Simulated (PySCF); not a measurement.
The calculation's input:

```
{"job": {"kind": "nmr", "xc": "PBE0", "basis": "pcSseg-1"}, "charge": 0, "multiplicity": 1}
C      2.923889    -0.324450     0.089896
C      1.701584     0.480471     0.513784
C      0.581375     0.409892    -0.533915
C      1.022140     1.007280    -1.769583
N      1.373047     1.509933    -2.734878
C     -0.707565     1.126346    -0.065446
N     -1.259052     0.586395     1.148767
Si    -1.984657    -0.971806     1.260369
P     -2.791290    -1.391525    -0.785103
H      2.662071    -1.370861    -0.053812
H      3.697862    -0.265570     0.851481
H      3.328949     0.059718    -0.843663
H      1.983859     1.525279     0.667224
H      1.316577     0.088169     1.458128
H      0.330268    -0.640970    -0.728845
H     -0.504319     2.193181     0.069858
H     -1.462319     1.019771    -0.853033
H     -0.795710     0.937083     1.972419
H     -2.958384    -0.853218     2.346819
H     -1.055980    -2.080635     1.553105
H     -3.876257    -0.540611    -0.686892
H     -3.536498    -2.484489    -0.387828
```

Launched as:

```sh
OMP_NUM_THREADS=1 python probes_run.py task.json out
```

Geometry: GFN2-xTB.

The calculation used PBE0/pcSseg-1, SCF density, gas phase, non-relativistic in PySCF.

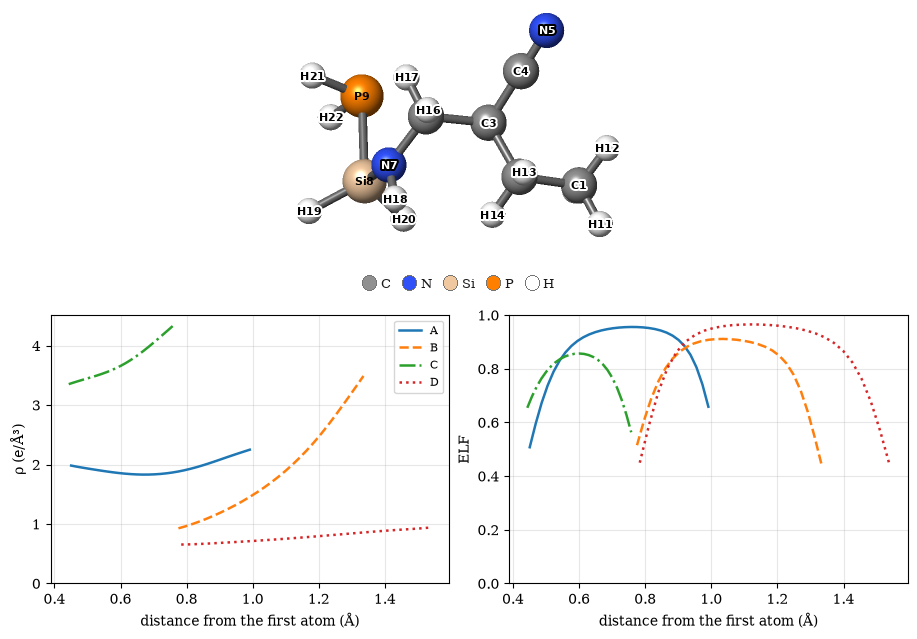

C₅H₁₃N₂PSi. Electron density and electron localisation function along straight lines between neighbouring atoms. The curves leave out the atomic cores. The structure is drawn too.

Q: Which curve belongs to which contact (C–C, C–N, Si–N and Si–P)? The first atom named is at distance zero.

A: Curve A: C–C (1.44 Å): ρ at the midpoint is about 1.8 e/Å³; the ELF peaks at about 0.95 between the atoms; localised, covalent bonding. Curve B: Si–N (1.72 Å): ρ is about 1.1 e/Å³ halfway; the ELF peaks at about 0.90 between the atoms: a shared but strongly polarised pair. Curve C: C–N (1.14 Å): ρ is about 3.6 e/Å³ halfway; the ELF peaks at about 0.85 between the atoms; a multiple bond. Curve D: Si–P (2.24 Å): ρ is about 0.76 e/Å³ halfway; the ELF peaks at about 0.95 between the atoms, as expected for localised, covalent bonding.
